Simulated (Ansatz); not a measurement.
## ZnHClOF: nudged elastic band

ZnHClOF, multiplicity 2, computed with UKS BHLYP-D4/def2-mTZVP (Ansatz 0.2.0).

It belongs to a series of runs on one base structure; here: band between the two ends. Figures and captions count atoms from 1; the log counts them from 0 in places.

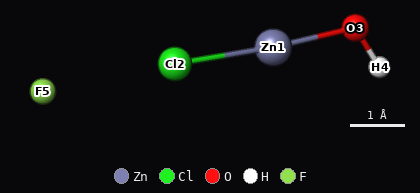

Figure 1. The input geometry (ball-and-stick view, seen at a tilt; atoms are numbered from 1 in the order of the input). Sticks mark near contacts.

Results in brief:

| quantity | value |
| --- | --- |
| outcome | converged |
| barrier, forward | −0.001 eV |
| barrier, backward | 0.798 eV |
| hardware | 4 threads of AMD EPYC (Zen 5), 32 GiB of memory available, shared host |
| wall time | 2.6 min (CPU time 9.4 min) |
| peak memory | 0.4 GiB |

Remarks:

The order of the saddle point was not checked.

The input:
```yaml
crystal:
  periodic: [false, false, false]
  atoms:
    - { symbol: Zn, position_ang: [0.019931, -0.071788, -0.039168] }
    - { symbol: Cl, position_ang: [-0.003978, 0.014327, 2.06499] }
    - { symbol: O, position_ang: [0.011098, -0.039973, -1.808332] }
    - { symbol: H, position_ang: [0.236463, -0.851713, -2.254881] }
    - { symbol: F, position_ang: [-0.008814, 0.031746, 4.90029] }
magnetization:
  spin_polarized: true
  initial_magnetization: 1
basis:
  gaussian: { orbitals: def2-mTZVP }
hamiltonian:
  xc: { name: BHLYP }
  dispersion: d4
neb:
  order_check: false
  images: 9
  f_tol: 0.05
  max_iterations: 60
  final_atoms:
    - { symbol: Zn, position_ang: [0.12470884, -0.44921549, 0.70743958] }
    - { symbol: Cl, position_ang: [-0.43154074, 1.55446, 2.35354514] }
    - { symbol: O, position_ang: [0.05452181, -0.19640776, -1.04412728] }
    - { symbol: H, position_ang: [0.26457944, -0.9529797, -1.58560712] }
    - { symbol: F, position_ang: [0.24243065, -0.87325805, 2.43164868] }
  initial_path:
    images:
      - { positions_ang: [[0.019931, -0.071788, -0.039168], [-0.003978, 0.014327, 2.06499], [0.011098, -0.039973, -1.808332], [0.236463, -0.851713, -2.254881], [-0.008814, 0.031746, 4.90029]] }
      - { positions_ang: [[0.01593188, -0.05738379, -0.03131833], [-0.00313905, 0.01130534, 2.15000803], [0.00882503, -0.03178594, -1.8046495], [0.2400493, -0.86463049, -2.22938919], [-0.00696717, 0.02509388, 4.77824799]] }
      - { positions_ang: [[0.01193276, -0.04297957, -0.02346866], [-0.00230009, 0.00828368, 2.23502605], [0.00655206, -0.02359889, -1.80096699], [0.24363561, -0.87754798, -2.20389739], [-0.00512034, 0.01844176, 4.65620599]] }
      - { positions_ang: [[0.00793365, -0.02857536, -0.01561899], [-0.00146114, 0.00526202, 2.32004408], [0.00427909, -0.01541183, -1.79728449], [0.24722191, -0.89046547, -2.17840558], [-0.00327351, 0.01178964, 4.53416398]] }
      - { positions_ang: [[0.00393453, -0.01417114, -0.00776932], [-0.00062219, 0.00224035, 2.4050621], [0.00200612, -0.00722477, -1.79360199], [0.25080821, -0.90338296, -2.15291377], [-0.00142668, 0.00513753, 4.41212198]] }
      - { positions_ang: [[-6.459e-05, 0.00023307, 8.035e-05], [0.00021676, -0.00078131, 2.49008013], [-0.00026685, 0.00096228, -1.78991949], [0.25439452, -0.91630045, -2.12742197], [0.00042015, -0.00151459, 4.29007997]] }
      - { positions_ang: [[0.0248901, -0.08965664, 0.1415522], [-0.08613474, 0.31026695, 2.46277313], [0.01069089, -0.03851173, -1.64076104], [0.2564315, -0.9236363, -2.019059], [0.04882225, -0.17586328, 3.91839371]] }
      - { positions_ang: [[0.04984478, -0.17954636, 0.28302404], [-0.17248624, 0.62131521, 2.43546613], [0.02164862, -0.07798573, -1.4916026], [0.25846849, -0.93097215, -1.91069603], [0.09722435, -0.35021198, 3.54670745]] }
      - { positions_ang: [[0.07479947, -0.26943607, 0.42449589], [-0.25883774, 0.93236347, 2.40815914], [0.03260635, -0.11745974, -1.34244416], [0.26050547, -0.938308, -1.80233306], [0.14562645, -0.52456067, 3.1750212]] }
      - { positions_ang: [[0.09975415, -0.35932578, 0.56596774], [-0.34518924, 1.24341174, 2.38085214], [0.04356408, -0.15693375, -1.19328572], [0.26254246, -0.94564385, -1.69397009], [0.19402855, -0.69890936, 2.80333494]] }
      - { positions_ang: [[0.12470884, -0.44921549, 0.70743958], [-0.43154074, 1.55446, 2.35354514], [0.05452181, -0.19640776, -1.04412728], [0.26457944, -0.9529797, -1.58560712], [0.24243065, -0.87325805, 2.43164868]] }
```

Command:
```bash
ansatz run input.yaml --threads 4 --pin off --max-ram 5120MiB --backend cpu --events-out ev --progress --plain --runs-dir out
```

Output:
```
Engine: ansatz 0.2.0, x86_64-unknown-linux-gnu
Functional definition: BHLYP
  parameter a = 0.5
  exchange = (1 - a)*b88_x + a*exact_x
  correlation = lyp_c
1010 factors; integrals over basis functions are off by at most 5.0e-4 eV
mean field evaluation 1: about -65705.9497 eV, gradient 5.5e1 eV
mean field evaluation 2: about -65349.1956 eV, gradient 1.4e2 eV
mean field evaluation 4: about -65705.4738 eV, gradient 5.0e1 eV
mean field evaluation 8: about -65720.7040 eV, gradient 1.0e0 eV
mean field evaluation 16: about -65720.7153 eV, gradient 5.6e-1 eV
mean field evaluation 32: about -65720.7909 eV, gradient 9.8e-6 eV
mean field -65720.79091584 eV, -2415.1945190052 hartree, gradient 7.6e-8 eV, S^2 0.752153; 5 other end points of the search recorded, 0 dependent functions left out
the calculation of the forces begins
reference -65720.79106878 eV, -2415.1945246254 hartree; 33, 32 occupied and 68, 69 virtual orbitals, 1010 factors
1010 factors; integrals over basis functions are off by at most 5.0e-4 eV
mean field evaluation 64: about -65721.5682 eV, gradient 9.4e-1 eV
mean field evaluation 96: about -65721.0563 eV, gradient 4.3e0 eV
mean field -65721.57281553 eV, -2415.2232532887 hartree, gradient 8.7e-6 eV, S^2 0.754884; 4 other end points of the search recorded, 0 dependent functions left out
[... from here on the field's lines of each further geometry are left out, up to the last ...]
NEB iter   1: max|band force component| = 1.107e1 eV/Å  barrier→ = 3.8417 eV  barrier← = 4.6408 eV  Δτ_max = 0.2000 Å  (1185 SCF iters)
NEB iter   2: max|band force component| = 7.813e0 eV/Å  barrier→ = 2.2714 eV  barrier← = 3.0704 eV  Δτ_max = 0.2000 Å  (528 SCF iters)
NEB iter   3: max|band force component| = 3.412e0 eV/Å  barrier→ = 0.7087 eV  barrier← = 1.5077 eV  Δτ_max = 0.2000 Å  (573 SCF iters)
NEB iter   4: max|band force component| = 1.913e0 eV/Å  barrier→ = 0.3750 eV  barrier← = 1.1741 eV  Δτ_max = 0.2000 Å  (581 SCF iters)
NEB iter   5: max|band force component| = 1.225e0 eV/Å  barrier→ = 0.1368 eV  barrier← = 0.9358 eV  Δτ_max = 0.1950 Å  (634 SCF iters)
NEB iter   6: max|band force component| = 8.713e-1 eV/Å  barrier→ = 0.0000 eV  barrier← = 0.7991 eV  Δτ_max = 0.2000 Å  (628 SCF iters)
NEB iter   7: max|band force component| = 2.606e0 eV/Å  barrier→ = 0.0447 eV  barrier← = 0.8438 eV  Δτ_max = 0.1022 Å  (626 SCF iters)
NEB iter   8: max|band force component| = 5.954e-1 eV/Å  barrier→ = 0.0000 eV  barrier← = 0.7991 eV  Δτ_max = 0.0821 Å  (632 SCF iters)
NEB iter   9: max|band force component| = 1.716e-1 eV/Å  barrier→ = -0.0078 eV  barrier← = 0.7912 eV  CI = image 1  Δτ_max = 0.1176 Å  (695 SCF iters)
NEB iter  10: max|band force component| = 9.572e-1 eV/Å  barrier→ = -0.0031 eV  barrier← = 0.7960 eV  CI = image 1  Δτ_max = 0.0614 Å  (644 SCF iters)
NEB iter  11: max|band force component| = 1.138e-1 eV/Å  barrier→ = -0.0018 eV  barrier← = 0.7972 eV  CI = image 1  Δτ_max = 0.0628 Å  (691 SCF iters)
the calculation of the forces begins
reference -65721.48279141 eV, -2415.2199449634 hartree; 33, 32 occupied and 68, 69 virtual orbitals, 1010 factors
1010 factors; integrals over basis functions are off by at most 5.0e-4 eV
mean field evaluation 1792: about -65720.7009 eV, gradient 3.7e0 eV
mean field -65720.79172052 eV, -2415.1945485767 hartree, gradient 3.3e-7 eV, S^2 0.752140; 5 other end points of the search recorded, 0 dependent functions left out
the calculation of the forces begins
reference -65720.79187362 eV, -2415.1945542029 hartree; 33, 32 occupied and 68, 69 virtual orbitals, 1010 factors
NEB iter  12: max|band force component| = 3.144e-2 eV/Å  barrier→ = -0.0007 eV  barrier← = 0.7984 eV  CI = image 1  Δτ_max = 0.0000 Å  (1811 SCF iters)
```

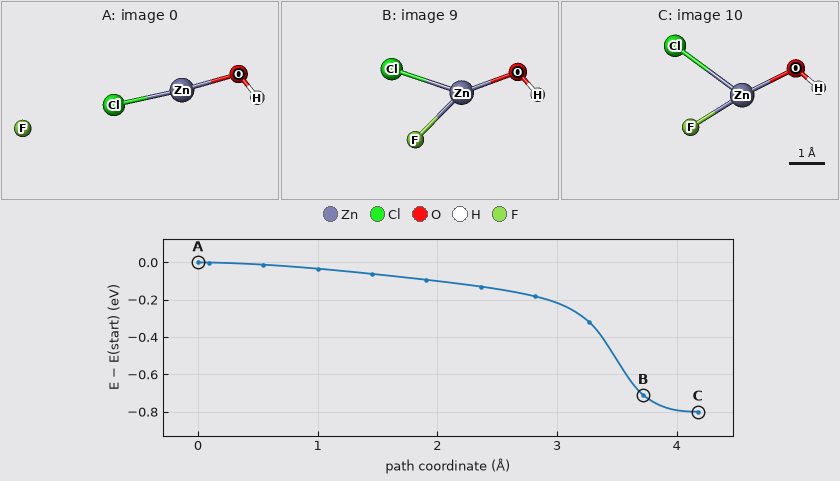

Figure 2. Images of the last band (counted from 0; ball-and-stick, seen at a tilt) above the energy along the path; the line is a cubic interpolation that uses the forces. No image lies above both ends; the end is 0.799 eV below the start. The path is 4.18 Å long. The band converged in 12 iterations.

```
Total energy: -65720.88610581 eV, -2415.1980171719 hartree
Atom 0 at     0.014095    -0.050767    -0.044027 Å, force     0.002106    -0.007586    -0.008468 eV/Å
Atom 1 at    -0.021366     0.076976     2.057428 Å, force    -0.003187     0.011482    -0.000882 eV/Å
Atom 2 at     0.014328    -0.051623    -1.814302 Å, force    -0.000180     0.000648     0.006634 eV/Å
Atom 3 at     0.242215    -0.872423    -2.242882 Å, force    -0.000141     0.000507     0.003642 eV/Å
Atom 4 at     0.005428    -0.019563     4.906683 Å, force     0.001402    -0.005052    -0.000926 eV/Å
Dipole moment:     0.078773    -0.283723    -0.288499 e Å
this run last wrote the band of iteration 12 to [file]
```

The last band as extended XYZ (Å, eV, eV/Å):
```
5
Properties=species:S:1:pos:R:3:forces:R:3 image=0 energy=-65720.88526
Zn    0.0199   -0.0718   -0.0392    0.0017  -0.0060   0.0140
Cl   -0.0040    0.0143    2.0650   -0.0012   0.0044  -0.0128
O     0.0111   -0.0400   -1.8083   -0.0022   0.0080  -0.0104
H     0.2365   -0.8517   -2.2549    0.0012  -0.0045   0.0046
F    -0.0088    0.0317    4.9003    0.0005  -0.0019   0.0046
5
Properties=species:S:1:pos:R:3:forces:R:3 image=1 energy=-65720.88595
Zn    0.0141   -0.0508   -0.0440    0.0021  -0.0076  -0.0085
Cl   -0.0214    0.0770    2.0574   -0.0032   0.0115  -0.0009
O     0.0143   -0.0516   -1.8143   -0.0002   0.0006   0.0066
H     0.2422   -0.8724   -2.2429   -0.0001   0.0005   0.0036
F     0.0054   -0.0196    4.9067    0.0014  -0.0051  -0.0009
5
Properties=species:S:1:pos:R:3:forces:R:3 image=2 energy=-65720.89737
Zn   -0.0081    0.0291   -0.0215   -0.0027   0.0097  -0.0154
Cl   -0.1051    0.3787    2.0542   -0.0073   0.0262  -0.0002
O     0.0316   -0.1138   -1.7860    0.0048  -0.0172   0.0285
H     0.2681   -0.9657   -2.1431    0.0002  -0.0006  -0.0006
F     0.0682   -0.2457    4.7593    0.0050  -0.0181  -0.0122
5
Properties=species:S:1:pos:R:3:forces:R:3 image=3 energy=-65720.91881
Zn   -0.0280    0.1009    0.0292   -0.0020   0.0072  -0.0059
Cl   -0.1732    0.6240    2.0682   -0.0086   0.0311   0.0014
O     0.0451   -0.1623   -1.7197    0.0027  -0.0098   0.0223
H     0.2870   -1.0338   -2.0213    0.0019  -0.0068   0.0133
F     0.1239   -0.4463    4.5064    0.0061  -0.0218  -0.0311
5
Properties=species:S:1:pos:R:3:forces:R:3 image=4 energy=-65720.94665
Zn   -0.0451    0.1626    0.0966   -0.0016   0.0056   0.0092
Cl   -0.2259    0.8139    2.0988   -0.0085   0.0308   0.0019
O     0.0536   -0.1929   -1.6336    0.0005  -0.0018   0.0121
H     0.2991   -1.0775   -1.8905    0.0038  -0.0135   0.0217
F     0.1731   -0.6235    4.1915    0.0058  -0.0211  -0.0450
5
Properties=species:S:1:pos:R:3:forces:R:3 image=5 energy=-65720.97817
Zn   -0.0602    0.2170    0.1747    0.0016  -0.0059  -0.0006
Cl   -0.2657    0.9572    2.1465   -0.0111   0.0401   0.0006
O     0.0575   -0.2072   -1.5386   -0.0066   0.0237   0.0272
H     0.3055   -1.1005   -1.7589    0.0091  -0.0326   0.0221
F     0.2176   -0.7839    3.8391    0.0070  -0.0252  -0.0493
5
Properties=species:S:1:pos:R:3:forces:R:3 image=6 energy=-65721.01447
Zn   -0.0699    0.2519    0.2624   -0.0008   0.0029   0.0161
Cl   -0.3004    1.0823    2.1989   -0.0076   0.0275   0.0053
O     0.0617   -0.2224   -1.4361   -0.0011   0.0038   0.0213
H     0.3114   -1.1217   -1.6300    0.0054  -0.0196   0.0299
F     0.2519   -0.9075    3.4678    0.0040  -0.0145  -0.0726
5
Properties=species:S:1:pos:R:3:forces:R:3 image=7 energy=-65721.06670
Zn   -0.0689    0.2477    0.3731    0.0005  -0.0005   0.0332
Cl   -0.3228    1.1630    2.2760   -0.0107   0.0380   0.0161
O     0.0621   -0.2235   -1.3274    0.0094  -0.0346   0.0403
H     0.3116   -1.1222   -1.5263   -0.0015   0.0052   0.0445
F     0.2727   -0.9824    3.0675    0.0022  -0.0081  -0.1341
5
Properties=species:S:1:pos:R:3:forces:R:3 image=8 energy=-65721.20371
Zn   -0.0371    0.1332    0.5230    0.0445  -0.1594   0.1830
Cl   -0.3388    1.2206    2.3623   -0.0300   0.1077   0.0849
O     0.0614   -0.2210   -1.2156    0.0043  -0.0157   0.1271
H     0.3055   -1.1005   -1.4905    0.0062  -0.0223   0.0733
F     0.2636   -0.9496    2.6838   -0.0249   0.0896  -0.4683
5
Properties=species:S:1:pos:R:3:forces:R:3 image=9 energy=-65721.59539
Zn    0.0329   -0.1184    0.6550    0.1027  -0.3697   0.1878
Cl   -0.3714    1.3377    2.4299   -0.0498   0.1792   0.0880
O     0.0572   -0.2062   -1.1283   -0.0064   0.0231   0.1161
H     0.2940   -1.0588   -1.4866   -0.0113   0.0409   0.0217
F     0.2420   -0.8717    2.3930   -0.0351   0.1265  -0.4137
5
Properties=species:S:1:pos:R:3:forces:R:3 image=10 energy=-65721.68433
Zn    0.1247   -0.4492    0.7074   -0.0009   0.0034   0.0009
Cl   -0.4315    1.5545    2.3535    0.0005  -0.0016  -0.0018
O     0.0545   -0.1964   -1.0441    0.0038  -0.0136  -0.0024
H     0.2646   -0.9530   -1.5856   -0.0033   0.0120   0.0077
F     0.2424   -0.8733    2.4316    0.0000  -0.0001  -0.0043
```
